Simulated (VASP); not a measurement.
# LaRu2: accuracy against cost in the SCF threshold and smearing, part 2 of 3

A convergence test on LaRu2: the SCF threshold and smearing. The series runs use r2SCAN. The start is a cell from a database of measured crystal structures.

VASP 6.6.1; r2SCAN; plane waves and PAW (La, Ru_pv).

Still holding for the runs below: The k-mesh is coarse for a metal.

So far. Step 5 (SCF threshold: EDIFF = 1E-05): Against the run before the energy stays within 0.01 meV an atom; the pressure moves by -0.02 GPa, after 14 cycles in 45 s.

### 6. SCF threshold: EDIFF = 1E-06

INCAR

```
SYSTEM = LaRu2
PREC = Accurate
ENCUT = 400
EDIFF = 1E-06
NELM = 100
ISMEAR = -1
SIGMA = 0.05
LREAL = .FALSE.
ALGO = Normal
METAGGA = R2SCAN
LASPH = .TRUE.
NBANDS = 48
LORBIT = 11
LWAVE = .FALSE.
LCHARG = .FALSE.
KPAR = 4
ISIF = 2
```

POSCAR

```
LaRu2
1.0
    0.0000000000      3.8550000000      3.8550000000
    3.8550000000      0.0000000000      3.8550000000
    3.8550000000      3.8550000000      0.0000000000
La Ru
2 4
Direct
    0.0000000000      0.0000000000      0.0000000000
    0.2500000000      0.2500000000      0.2500000000
    0.6250000000      0.6250000000      0.6250000000
    0.1250000000      0.6250000000      0.6250000000
    0.6250000000      0.6250000000      0.1250000000
    0.6250000000      0.1250000000      0.6250000000
```

KPOINTS

```
Automatic mesh
0
Gamma
5 5 5
0 0 0
```

The projector-augmented-wave data sets are La and Ru_pv (PBE family, release 64).

Started as:

```console
> mpirun -np 4 vasp_std
```

Output:

```text
[... set-up lines as in an earlier step ...]
 entering main loop
       N       E                     dE             d eps       ncg     rms          rms(c)
[... 12 cycles as in an earlier step ...]
DAV:  13    -0.161953262858E+03    0.60451E-04   -0.37112E-04  1664   0.151E-01    0.237E-02
DAV:  14    -0.161953263869E+03   -0.10106E-05   -0.28759E-05  1512   0.303E-02    0.524E-03
DAV:  15    -0.161953263683E+03    0.18543E-06   -0.45016E-06  1056   0.163E-02
   1 F= -.16195326E+03 E0= -.16192595E+03  d E =-.546204E-01
```

Wall time 48 s (4 MPI ranks of AMD EPYC 9R45, shared host); peak memory 0.84 GiB.

Parts of OUTCAR (step 6):

```text
  Total       -1.6404889     -1.6404889     -1.6404889     -0.0000000      0.0000000      0.0000000
  in kB      -22.9393300    -22.9393300    -22.9393300     -0.0000000      0.0000000      0.0000000
  external PRESSURE =     -22.9393300 kB  Pullay stress =       0.0000000 kB

 POSITION                                       TOTAL-FORCE (eV/Angst)
 -----------------------------------------------------------------------------------
      0.00000      0.00000      0.00000         0.000000      0.000000      0.000000
      1.92750      1.92750      1.92750        -0.000000     -0.000000      0.000000
      4.81875      4.81875      4.81875         0.000000      0.000000     -0.000000
      4.81875      2.89125      2.89125         0.000000      0.000000     -0.000000
      2.89125      2.89125      4.81875         0.000000      0.000000     -0.000000
      2.89125      4.81875      2.89125         0.000000      0.000000     -0.000000
 -----------------------------------------------------------------------------------
    total drift:                                0.000000      0.000000      0.000000

  FREE ENERGIE OF THE ION-ELECTRON SYSTEM (eV)
  ---------------------------------------------------
  free  energy   TOTEN  =      -161.9532636831 eV

  energy  without entropy=     -161.8986433330  energy(sigma->0) =     -161.92595351

[... 2 parts as in an earlier step ...]

[... 1 further part left out ...]
[key lines of the parts left out:]
E-fermi :  10.7506
```

Against the run before the energy stays within 0.01 meV an atom; the pressure moves by +0.04 GPa, after 15 cycles in 48 s.

### 7. SCF threshold: EDIFF = 1E-08

INCAR: that of step 6 with these lines changed.

```diff
@@ -3,3 +3,3 @@
 ENCUT = 400
-EDIFF = 1E-06
+EDIFF = 1E-08
 NELM = 100
```

POSCAR is that of step 6.

KPOINTS is that of step 6.

Started as:

```console
> mpirun -np 4 vasp_std
```

Output:

```text
[... set-up lines as in an earlier step ...]
 entering main loop
       N       E                     dE             d eps       ncg     rms          rms(c)
[... 13 cycles as in an earlier step ...]
DAV:  14    -0.161953263873E+03   -0.10147E-05   -0.28792E-05  1592   0.303E-02    0.524E-03
DAV:  15    -0.161953263776E+03    0.96779E-07   -0.54462E-06  1832   0.160E-02    0.268E-03
DAV:  16    -0.161953262974E+03    0.80207E-06   -0.94409E-07  1624   0.553E-03    0.704E-04
DAV:  17    -0.161953262906E+03    0.67595E-07   -0.75910E-08  1248   0.184E-03    0.181E-04
DAV:  18    -0.161953262836E+03    0.70488E-07   -0.47670E-09   720   0.109E-03    0.112E-04
DAV:  19    -0.161953262840E+03   -0.44929E-08   -0.23505E-09   720   0.674E-04
   1 F= -.16195326E+03 E0= -.16192595E+03  d E =-.546208E-01
```

It took 59 s on 4 MPI ranks; peak memory 0.86 GiB; 3.1 min of CPU time.

From OUTCAR (step 7):

```text
  Total       -1.6479977     -1.6479977     -1.6479977      0.0000000     -0.0000000      0.0000000
  in kB      -23.0443275    -23.0443275    -23.0443275      0.0000000     -0.0000000      0.0000000
  external PRESSURE =     -23.0443275 kB  Pullay stress =       0.0000000 kB

 POSITION                                       TOTAL-FORCE (eV/Angst)
 -----------------------------------------------------------------------------------
      0.00000      0.00000      0.00000        -0.000000     -0.000000      0.000000
      1.92750      1.92750      1.92750         0.000000      0.000000     -0.000000
      4.81875      4.81875      4.81875         0.000000     -0.000000     -0.000000
      4.81875      2.89125      2.89125         0.000000     -0.000000     -0.000000
      2.89125      2.89125      4.81875         0.000000     -0.000000     -0.000000
      2.89125      4.81875      2.89125         0.000000     -0.000000     -0.000000
 -----------------------------------------------------------------------------------
    total drift:                                0.000000      0.000000      0.000000

  FREE ENERGIE OF THE ION-ELECTRON SYSTEM (eV)
  ---------------------------------------------------
  free  energy   TOTEN  =      -161.9532628402 eV

  energy  without entropy=     -161.8986420520  energy(sigma->0) =     -161.92595245

[... 2 parts as in an earlier step ...]

[... 1 further part left out ...]
[key lines of the parts left out:]
E-fermi :  10.7507
```

Against the run before the energy stays within 0.01 meV an atom; the pressure moves by -0.01 GPa, after 19 cycles in 59 s.

### 8. The SCF threshold series as a table

This step: convergence of r2SCAN results with the threshold; plane waves and PAW (VASP 6.6.1).

No new run; the numbers come from the runs before.

Differences are taken from the run with EDIFF = 1E-08. Results of the series, by row:

```csv
setting,status,energy less the reference (meV/atom),pressure (GPa),SCF cycles,wall time (s)
EDIFF = 0.01,converged,0.2085,-0.6065,10,25
EDIFF = 0.001,converged,0.0485,-1.462,11,32
EDIFF = 1E-04,converged,0.001387,-2.309,13,41
EDIFF = 1E-05,converged,1.37e-4,-2.329,14,45
EDIFF = 1E-06,converged,-1.77e-4,-2.294,15,48
EDIFF = 1E-08,converged,0,-2.304,19,59
```

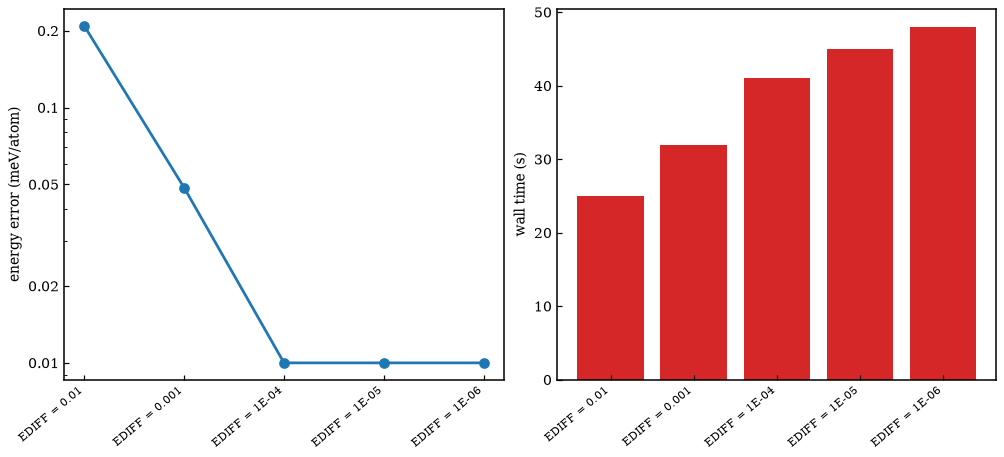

The energy error in size, against the reference run (errors under 0.01 are drawn at 0.01), and the wall time by setting.

### 9. Smearing: ISMEAR = -1, SIGMA = 0.01

This step: r2SCAN; plane waves and PAW (La, Ru_pv) (VASP 6.6.1).

Smearing steadies the sum over the Fermi surface at the price of an entropy term.

INCAR: that of step 7 with these lines changed.

```diff
@@ -3,6 +3,6 @@
 ENCUT = 400
-EDIFF = 1E-08
+EDIFF = 1E-06
 NELM = 100
 ISMEAR = -1
-SIGMA = 0.05
+SIGMA = 0.01
 LREAL = .FALSE.
```

POSCAR is that of step 7.

KPOINTS is that of step 7.

Started as:

```console
> mpirun -np 4 vasp_std
```

Output:

```text
[... set-up lines as in an earlier step ...]
 entering main loop
       N       E                     dE             d eps       ncg     rms          rms(c)
DAV:   1     0.766660301500E+03    0.76666E+03   -0.33479E+04  1280   0.211E+03
DAV:   2    -0.581613579384E+02   -0.82482E+03   -0.78607E+03  1144   0.505E+02
DAV:   3    -0.174721777058E+03   -0.11656E+03   -0.11096E+03  1504   0.177E+02
DAV:   4    -0.190269860768E+03   -0.15548E+02   -0.14669E+02  1864   0.582E+01
DAV:   5    -0.192100426635E+03   -0.18306E+01   -0.16323E+01  1800   0.162E+01    0.287E+01
DAV:   6    -0.166646278775E+03    0.25454E+02   -0.14188E+02  1512   0.630E+01    0.137E+01
DAV:   7    -0.161920970677E+03    0.47253E+01   -0.23278E+01  1648   0.305E+01    0.502E+00
DAV:   8    -0.161880301442E+03    0.40669E-01   -0.40879E+00  1584   0.996E+00    0.255E+00
DAV:   9    -0.161928242720E+03   -0.47941E-01   -0.37612E-01  1664   0.404E+00    0.132E+00
DAV:  10    -0.161926113519E+03    0.21292E-02   -0.87885E-02  1640   0.183E+00    0.318E-01
DAV:  11    -0.161926785857E+03   -0.67234E-03   -0.87795E-03  1848   0.630E-01    0.191E-01
DAV:  12    -0.161927024437E+03   -0.23858E-03   -0.15281E-03  1536   0.298E-01    0.542E-02
DAV:  13    -0.161926965234E+03    0.59203E-04   -0.36762E-04  1688   0.151E-01    0.238E-02
DAV:  14    -0.161926966058E+03   -0.82407E-06   -0.27847E-05  1528   0.299E-02    0.495E-03
DAV:  15    -0.161926966095E+03   -0.36694E-07   -0.45965E-06  1032   0.171E-02
   1 F= -.16192697E+03 E0= -.16192576E+03  d E =-.240579E-02
```

Elapsed: 48 s, on 4 MPI ranks; peak memory 0.85 GiB; 2.5 min of CPU time.

OUTCAR, selected parts (step 9):

```text
   NELECT =      78.0000    total number of electrons

 E-fermi :  10.7328

 k-point     1 :       0.0000    0.0000    0.0000
  band No.  band energies     occupation
    ...
     34      10.4512      2.00000
     35      10.4512      2.00000
     36      10.7431      0.52463
     37      10.7431      0.52463
     38      10.7431      0.52450
     39      10.8217      0.00027
     40      10.8217      0.00027
     41      12.1691      0.00000
     42      12.1691      0.00000
     43      12.1691      0.00000
    ...

  Total       -1.6647096     -1.6647096     -1.6647096     -0.0000000     -0.0000000      0.0000000
  in kB      -23.2780146    -23.2780146    -23.2780146     -0.0000000     -0.0000000      0.0000000
  external PRESSURE =     -23.2780146 kB  Pullay stress =       0.0000000 kB

 POSITION                                       TOTAL-FORCE (eV/Angst)
 -----------------------------------------------------------------------------------
      0.00000      0.00000      0.00000        -0.000000     -0.000000     -0.000000
      1.92750      1.92750      1.92750         0.000000      0.000000      0.000000
      4.81875      4.81875      4.81875         0.000000      0.000000     -0.000000
      4.81875      2.89125      2.89125         0.000000      0.000000     -0.000000
      2.89125      2.89125      4.81875         0.000000      0.000000     -0.000000
      2.89125      4.81875      2.89125         0.000000      0.000000     -0.000000
 -----------------------------------------------------------------------------------
    total drift:                                0.000000      0.000000      0.000000

  FREE ENERGIE OF THE ION-ELECTRON SYSTEM (eV)
  ---------------------------------------------------
  free  energy   TOTEN  =      -161.9269660948 eV

  energy  without entropy=     -161.9245603078  energy(sigma->0) =     -161.92576320

[... 9 parts as in an earlier step ...]

[... 8 further parts left out ...]
```

This step gave:

| Quantity | Value |
| --- | --- |
| SCF cycles | 15 |
| free energy (TOTEN) | -161.9270 eV |
| energy at zero smearing | -161.9258 eV |
| Fermi energy | 10.73 eV |
| pressure | -2.328 GPa |

The series starts at -26.9876 eV an atom and -2.33 GPa, after 15 cycles in 48 s. The entropy term T·S comes to 0.40 meV an atom in size.

### 10. Smearing: ISMEAR = -1, SIGMA = 0.05

INCAR: that of step 9 with these lines changed.

```diff
@@ -6,3 +6,3 @@
 ISMEAR = -1
-SIGMA = 0.01
+SIGMA = 0.05
 LREAL = .FALSE.
```

POSCAR is that of step 9.

KPOINTS is that of step 9.

Started as:

```console
> mpirun -np 4 vasp_std
```

Output:

```text
[... set-up lines as in an earlier step ...]
 entering main loop
       N       E                     dE             d eps       ncg     rms          rms(c)
[... 15 cycles as in an earlier step ...]
   1 F= -.16195326E+03 E0= -.16192595E+03  d E =-.546204E-01
```

Run time: 47 s. Hardware: 4 MPI ranks; peak memory 0.84 GiB; 2.5 min of CPU time.

Parts of OUTCAR (step 10):

```text
[... 6 parts as in an earlier step ...]

[... 1 further part left out ...]
[key lines of the parts left out:]
E-fermi :  10.7506
```

Against the run before the energy at zero width moves by -0.03 meV an atom and the pressure by +0.03 GPa, after 15 cycles in 47 s. The entropy term T·S comes to 9.10 meV an atom in size.

### 11. Smearing: ISMEAR = -1, SIGMA = 0.1

INCAR: that of step 10 with these lines changed.

```diff
@@ -6,3 +6,3 @@
 ISMEAR = -1
-SIGMA = 0.05
+SIGMA = 0.1
 LREAL = .FALSE.
```

POSCAR is that of step 10.

KPOINTS is that of step 10.

Started as:

```console
> mpirun -np 4 vasp_std
```

Output:

```text
[... set-up lines as in an earlier step ...]
 entering main loop
       N       E                     dE             d eps       ncg     rms          rms(c)
DAV:   1     0.766612410922E+03    0.76661E+03   -0.33479E+04  1280   0.211E+03
DAV:   2    -0.582905314376E+02   -0.82490E+03   -0.78621E+03  1144   0.505E+02
DAV:   3    -0.174766223444E+03   -0.11648E+03   -0.11102E+03  1504   0.177E+02
DAV:   4    -0.190399456265E+03   -0.15633E+02   -0.14640E+02  1864   0.582E+01
[...]
DAV:  13    -0.162037020338E+03    0.63122E-04   -0.38339E-04  1680   0.150E-01    0.236E-02
DAV:  14    -0.162037021291E+03   -0.95246E-06   -0.28922E-05  1520   0.298E-02    0.530E-03
DAV:  15    -0.162037021095E+03    0.19588E-06   -0.43498E-06  1072   0.157E-02
   1 F= -.16203702E+03 E0= -.16192196E+03  d E =-.230118E+00
```

The job ended after 48 s (4 MPI ranks; peak memory 0.85 GiB).

OUTCAR, selected parts (step 11):

```text
  Total       -1.5471555     -1.5471555     -1.5471555      0.0000000     -0.0000000      0.0000000
  in kB      -21.6342282    -21.6342282    -21.6342282      0.0000000     -0.0000000      0.0000000
  external PRESSURE =     -21.6342282 kB  Pullay stress =       0.0000000 kB

 POSITION                                       TOTAL-FORCE (eV/Angst)
 -----------------------------------------------------------------------------------
      0.00000      0.00000      0.00000         0.000000     -0.000000     -0.000000
      1.92750      1.92750      1.92750        -0.000000      0.000000      0.000000
      4.81875      4.81875      4.81875         0.000000     -0.000000     -0.000000
      4.81875      2.89125      2.89125         0.000000     -0.000000     -0.000000
      2.89125      2.89125      4.81875         0.000000     -0.000000     -0.000000
      2.89125      4.81875      2.89125         0.000000     -0.000000     -0.000000
 -----------------------------------------------------------------------------------
    total drift:                                0.000000      0.000000      0.000000

  FREE ENERGIE OF THE ION-ELECTRON SYSTEM (eV)
  ---------------------------------------------------
  free  energy   TOTEN  =      -162.0370210948 eV

  energy  without entropy=     -161.8069029012  energy(sigma->0) =     -161.92196200

[... 2 parts as in an earlier step ...]

[... 1 further part left out ...]
[key lines of the parts left out:]
E-fermi :  10.7850
```

Against the run before the energy at zero width moves by +0.67 meV an atom and the pressure by +0.13 GPa, after 15 cycles in 48 s. The entropy term T·S comes to 38.35 meV an atom in size.

### 12. Smearing: ISMEAR = -1, SIGMA = 0.2

INCAR: that of step 11 with these lines changed.

```diff
@@ -6,3 +6,3 @@
 ISMEAR = -1
-SIGMA = 0.1
+SIGMA = 0.2
 LREAL = .FALSE.
```

POSCAR is that of step 11.

KPOINTS is that of step 11.

Started as:

```console
> mpirun -np 4 vasp_std
```

Output:

```text
[... set-up lines as in an earlier step ...]
 entering main loop
       N       E                     dE             d eps       ncg     rms          rms(c)
DAV:   1     0.766486147715E+03    0.76649E+03   -0.33479E+04  1280   0.211E+03
DAV:   2    -0.586921506035E+02   -0.82518E+03   -0.78635E+03  1144   0.506E+02
DAV:   3    -0.174936021713E+03   -0.11624E+03   -0.11081E+03  1504   0.177E+02
DAV:   4    -0.190722192366E+03   -0.15786E+02   -0.14684E+02  1864   0.581E+01
[...]
DAV:  15    -0.162398328766E+03    0.21819E-06   -0.10129E-05  1296   0.220E-02    0.354E-03
DAV:  16    -0.162398327462E+03    0.13045E-05   -0.87608E-07   744   0.128E-02    0.758E-04
DAV:  17    -0.162398327399E+03    0.62664E-07   -0.69690E-07   744   0.805E-03
   1 F= -.16239833E+03 E0= -.16191304E+03  d E =-.970579E+00
```

Run time: 53 s. Hardware: 4 MPI ranks; peak memory 0.84 GiB.

Parts of OUTCAR (step 12):

```text
  Total       -1.1544443     -1.1544443     -1.1544443      0.0000000      0.0000000      0.0000000
  in kB      -16.1428577    -16.1428577    -16.1428577      0.0000000      0.0000000      0.0000000
  external PRESSURE =     -16.1428577 kB  Pullay stress =       0.0000000 kB

 POSITION                                       TOTAL-FORCE (eV/Angst)
 -----------------------------------------------------------------------------------
      0.00000      0.00000      0.00000         0.000000      0.000000      0.000000
      1.92750      1.92750      1.92750        -0.000000     -0.000000     -0.000000
      4.81875      4.81875      4.81875        -0.000000     -0.000000      0.000000
      4.81875      2.89125      2.89125        -0.000000     -0.000000      0.000000
      2.89125      2.89125      4.81875        -0.000000     -0.000000      0.000000
      2.89125      4.81875      2.89125        -0.000000     -0.000000      0.000000
 -----------------------------------------------------------------------------------
    total drift:                                0.000000      0.000000      0.000000

  FREE ENERGIE OF THE ION-ELECTRON SYSTEM (eV)
  ---------------------------------------------------
  free  energy   TOTEN  =      -162.3983273993 eV

  energy  without entropy=     -161.4277485498  energy(sigma->0) =     -161.91303797

[... 2 parts as in an earlier step ...]

[... 1 further part left out ...]
[key lines of the parts left out:]
E-fermi :  10.8382
```

Against the run before the energy at zero width moves by +1.49 meV an atom and the pressure by +0.55 GPa, after 17 cycles in 53 s. The entropy term T·S comes to 161.76 meV an atom in size.

### 13. Smearing: ISMEAR = -1, SIGMA = 0.5

INCAR: that of step 12 with these lines changed.

```diff
@@ -6,3 +6,3 @@
 ISMEAR = -1
-SIGMA = 0.2
+SIGMA = 0.5
 LREAL = .FALSE.
```

POSCAR is that of step 12.

KPOINTS is that of step 12.

Started as:

```console
> mpirun -np 4 vasp_std
```

Output:

```text
[... set-up lines as in an earlier step ...]
 entering main loop
       N       E                     dE             d eps       ncg     rms          rms(c)
DAV:   1     0.765414013460E+03    0.76541E+03   -0.33479E+04  1280   0.211E+03
DAV:   2    -0.613215670236E+02   -0.82674E+03   -0.78797E+03  1144   0.507E+02
DAV:   3    -0.176608106475E+03   -0.11529E+03   -0.10998E+03  1504   0.178E+02
DAV:   4    -0.192775733929E+03   -0.16168E+02   -0.15048E+02  1864   0.581E+01
[...]
DAV:  21    -0.164786457253E+03   -0.12600E-05   -0.13038E-05   696   0.466E-03    0.101E-04
DAV:  22    -0.164786458298E+03   -0.10444E-05   -0.10765E-05   696   0.294E-03    0.125E-04
DAV:  23    -0.164786459221E+03   -0.92271E-06   -0.88742E-06   696   0.324E-03
   1 F= -.16478646E+03 E0= -.16205164E+03  d E =-.546964E+01
```

Elapsed: 66 s, on 4 MPI ranks; peak memory 0.85 GiB; 3.5 min of CPU time.

Parts of OUTCAR (step 13):

```text
  Total        1.1165569      1.1165569      1.1165569      0.0000000      0.0000000      0.0000000
  in kB       15.6130698     15.6130698     15.6130698      0.0000000      0.0000000      0.0000000
  external PRESSURE =      15.6130698 kB  Pullay stress =       0.0000000 kB

 POSITION                                       TOTAL-FORCE (eV/Angst)
 -----------------------------------------------------------------------------------
      0.00000      0.00000      0.00000        -0.000000     -0.000000     -0.000000
      1.92750      1.92750      1.92750         0.000000      0.000000      0.000000
      4.81875      4.81875      4.81875        -0.000000     -0.000000     -0.000000
      4.81875      2.89125      2.89125        -0.000000      0.000000     -0.000000
      2.89125      2.89125      4.81875         0.000000      0.000000      0.000000
      2.89125      4.81875      2.89125         0.000000     -0.000000     -0.000000
 -----------------------------------------------------------------------------------
    total drift:                                0.000000      0.000000      0.000000

  FREE ENERGIE OF THE ION-ELECTRON SYSTEM (eV)
  ---------------------------------------------------
  free  energy   TOTEN  =      -164.7864592205 eV

  energy  without entropy=     -159.3168172600  energy(sigma->0) =     -162.05163824

[... 2 parts as in an earlier step ...]

[... 1 further part left out ...]
[key lines of the parts left out:]
E-fermi :  10.9593
```

Against the run before the energy at zero width moves by -23.10 meV an atom and the pressure by +3.18 GPa, after 23 cycles in 66 s. The entropy term T·S comes to 911.61 meV an atom in size.

(Part 2 of 3 ends here.)

[Lines on the potential files, build, host, timing and source positions are cut from VASP's logs without a mark.]

[Logs are printed without paths, hosts, clocks, repeated set-up lines and the standing remarks that a program may print on its own settings, such as how far it seeks lower states.]

[Hosts, paths, dates, database ids (printed as entryN), source tags and the programs' standing remarks are cut or masked in the printed files.]

[A measured line is paired with the nearest computed mode of its activity, which favours agreement.]
